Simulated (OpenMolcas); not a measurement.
# triplet C2H6FIn: levels of theory compared

Wanted: a comparison of 6 runs (UHF/STO-3G, UHF/3-21G, UB3LYP/def2-SVP, UBHLYP/def2-SVP, UBLYP/def2-SVP, UTPSS/def2-SVP) of triplet C2H6FIn. 

The results are computed with OpenMolcas 26.06.

## Step 1: The system as given

C2H6FIn: 10 atoms, total charge 0, spin state triplet. SMILES of the parent species: `C[CH](F)[InH2]`. The shape is that of a PBE0-D4/def2-TZVP optimisation. That shape belongs to the parent species and isn't relaxed for this state.

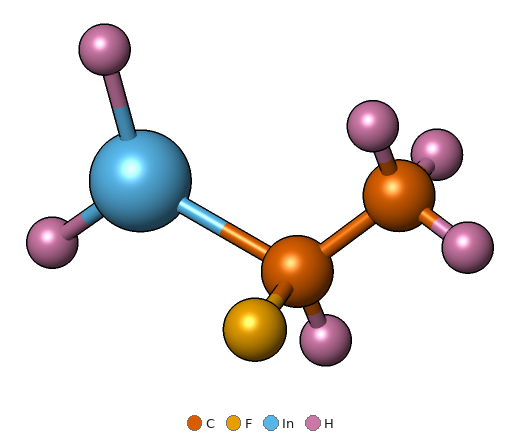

The structure, seen from a chosen angle (carbon orange, fluorine amber, indium blue, hydrogen pink).

## Step 2: A single-point energy at UHF/STO-3G (run 1)

The input, run.input:

```
&GATEWAY
BASLIB = $CurrDir
COORD
10
angstrom
C       -0.140800       1.253600      -0.575200
C        0.633800       0.180000       0.137200
F        0.870200       0.597100       1.467800
In      -0.385200      -1.745500       0.423800
H        0.391300       2.210500      -0.541500
H       -1.131900       1.397600      -0.139100
H       -0.271900       0.979300      -1.626600
H        1.621200       0.055100      -0.315800
H       -2.079900      -1.696200       0.762700
H        0.493100      -3.231500       0.406600
BASIS = STO-3G
GROUP = NoSym
&SEWARD
&SCF
UHF
SPIN = 3
THRESHOLDS = 1e-10 1e-07 1e-07 1e-05
PRORBITALS = 1 1
```

The basis set STO-3G is read from a file made from the Basis Set Exchange's data (not shown).

Started as:

```sh
$ export MOLCAS_MEM=1860
$ pymolcas run.input > run.log
```

The program printed:

```text
--- Start Module: gateway ---
[...]
--- Stop Module: gateway /rc=_RC_ALL_IS_WELL_ ---
--- Start Module: seward ---
[...]
      Basis functions           48
--- Stop Module: seward /rc=_RC_ALL_IS_WELL_ ---
[...]
--- Start Module: scf ---
[...]
       Convergence after  22 Iterations
[...]
::    Total SCF energy                              -5859.0089739640
[...]
      Total spin, S                                     1.0092739747
[...]
      Total electronic charge=   76.000000
      Total            charge=   -0.000000
[...]
      Dipole Moment (debye):
      Origin of the operator (angstrom)=   -0.1391   -1.0510    0.4261
                   X=  2.0035E+00               Y=  4.2543E+00               Z= -1.5903E+00           Total=  4.9641E+00
      Quadrupole Moment (debye*angstrom):
[...]
--- Stop Module: scf /rc=_RC_ALL_IS_WELL_ ---
[...]
```

Wall time 4.8 s (1 thread of AMD EPYC 7R43 (Zen 3), shared host); peak memory 0.38 GiB.

## Step 3: A single-point energy at UHF/3-21G (run 2)

The input, mol.xyz:

```xyz
10

C     -0.140800     1.253600    -0.575200
C      0.633800     0.180000     0.137200
F      0.870200     0.597100     1.467800
In    -0.385200    -1.745500     0.423800
H      0.391300     2.210500    -0.541500
H     -1.131900     1.397600    -0.139100
H     -0.271900     0.979300    -1.626600
H      1.621200     0.055100    -0.315800
H     -2.079900    -1.696200     0.762700
H      0.493100    -3.231500     0.406600
```

The input, test.inp:

```
* C2H6FIn Hartree-Fock
>>> EXPORT MOLCAS_PRINT=2
&gateway
baslib=$CurrDir
coord=mol.xyz
basis=3-21G
group=NoSym
&seward
&scf
uhf
spin=3
thresholds=1e-10 1e-07 1e-07 1e-05
prorbitals=1 2
```

The basis set 3-21G is read from a file made from the Basis Set Exchange's data (not shown).

Started as:

```sh
$ export MOLCAS_MEM=1860
$ pymolcas test.inp > test.log
```

The program printed:

```text
--- Start Module: gateway ---
[...]
--- Stop Module: gateway /rc=_RC_ALL_IS_WELL_ ---
--- Start Module: seward ---
[...]
      Basis functions           70
--- Stop Module: seward /rc=_RC_ALL_IS_WELL_ ---
[...]
--- Start Module: scf ---
[...]
       Convergence after  26 Iterations
[...]
::    Total SCF energy                              -5892.2358342661
[...]
      Total spin, S                                     1.0048527212
[...]
      Total electronic charge=   76.000000
      Total            charge=   -0.000000
[...]
      Dipole Moment (debye):
      Origin of the operator (angstrom)=   -0.1391   -1.0510    0.4261
                   X=  1.9927E+00               Y=  4.6517E+00               Z= -2.0031E+00           Total=  5.4425E+00
      Quadrupole Moment (debye*angstrom):
[...]
--- Stop Module: scf /rc=_RC_ALL_IS_WELL_ ---
[...]
```

Run time: 9.6 s. Hardware: 1 thread of AMD EPYC 7R43 (Zen 3), shared host; peak memory 0.42 GiB.

Runs 3 to 5 aren't shown in full; the table further down has their settings and results.

## Step 4: A single-point energy at UTPSS/def2-SVP (core potential) (run 6)

The input, calc.input:

```
* C2H6FIn Kohn-Sham DFT

&GATEWAY
 BasLib=$CurrDir
 Coord
 10
 angstrom
 C       -0.140800       1.253600      -0.575200
 C        0.633800       0.180000       0.137200
 F        0.870200       0.597100       1.467800
 In      -0.385200      -1.745500       0.423800
 H        0.391300       2.210500      -0.541500
 H       -1.131900       1.397600      -0.139100
 H       -0.271900       0.979300      -1.626600
 H        1.621200       0.055100      -0.315800
 H       -2.079900      -1.696200       0.762700
 H        0.493100      -3.231500       0.406600
 Basis=def2-SVP
 Group=NoSym

&SEWARD
 GridInput
 Grid=UltraFine
 End of Grid

&SCF
 UHF
 Spin=3
 KSDFT=2
 1.0 MGGA_X_TPSS
 1.0 MGGA_C_TPSS
 Thresholds=1e-10 1e-07 1e-07 1e-05
 PrOrbitals=1 1
```

The basis set def2-SVP is read from a file made from the Basis Set Exchange's data (not shown).

Started as:

```sh
$ export MOLCAS_MEM=1860
$ pymolcas calc.input > calc.log
```

The program printed:

```text
--- Start Module: gateway ---
[...]
--- Stop Module: gateway /rc=_RC_ALL_IS_WELL_ ---
--- Start Module: seward ---
[...]
      Basis functions           98
--- Stop Module: seward /rc=_RC_ALL_IS_WELL_ ---
[...]
--- Start Module: scf ---
[...]
       Convergence after  31 Iterations
[...]
::    Total KS-DFT energy                            -369.4249705358
[...]
      Total spin, S                                     1.0010964257
[...]
      Total electronic charge=   48.000000
      Total            charge=   -0.000000
[...]
      Dipole Moment (debye):
      Origin of the operator (angstrom)=   -0.1391   -1.0510    0.4261
                   X=  1.2892E+00               Y=  3.5913E+00               Z= -1.6174E+00           Total=  4.1444E+00
      Quadrupole Moment (debye*angstrom):
[...]
--- Stop Module: scf /rc=_RC_ALL_IS_WELL_ ---
[...]
```

Wall time 3.1 min (1 thread of AMD EPYC 7R43 (Zen 3), shared host); peak memory 0.54 GiB.

## Step 5: Overview of the runs

```
run                             level  integration grid   energy (Eh)  dipole moment (D)  HOMO energy (eV)   ⟨S²⟩  wall time
  1                        UHF/STO-3G                 –  -5859.008974               4.96             -1.66  2.028      4.8 s
  2                         UHF/3-21G                 –  -5892.235834               5.44             -5.09  2.015      9.6 s
  3  UB3LYP/def2-SVP (core potential)         UltraFine   -369.539085               4.16             -3.27  2.003    2.1 min
  4  UBHLYP/def2-SVP (core potential)         UltraFine   -369.286516               4.39             -4.03  2.005    1.8 min
  5   UBLYP/def2-SVP (core potential)         UltraFine   -369.364574               4.03             -2.51  2.002    2.2 min
  6   UTPSS/def2-SVP (core potential)         UltraFine   -369.424971               4.14             -2.78  2.003    3.1 min
```

## Step 6: Outcome

```
                                 quantity          value
                      run 6: total energy  -369.42497 Eh
                     run 6: dipole moment         4.14 D
run 6: HOMO energy (highest over α and β)       -2.78 eV
                              run 6: ⟨S²⟩          2.003
```

In words: The dipole moment (its size) runs from 4.03 D (UBLYP/def2-SVP) to 5.44 D (UHF/3-21G). The two ends differ in method and basis and core potential. Totals of different functionals can't be ranked against each other. Some runs of one species differ in core potentials or relativity; totals across that change don't compare. In run 1 the basis is minimal, so the values are rough. In runs 1, 2 relativity is left out where basis or elements ask for it. All runs together took 9.4 min, the longest 3.1 min.
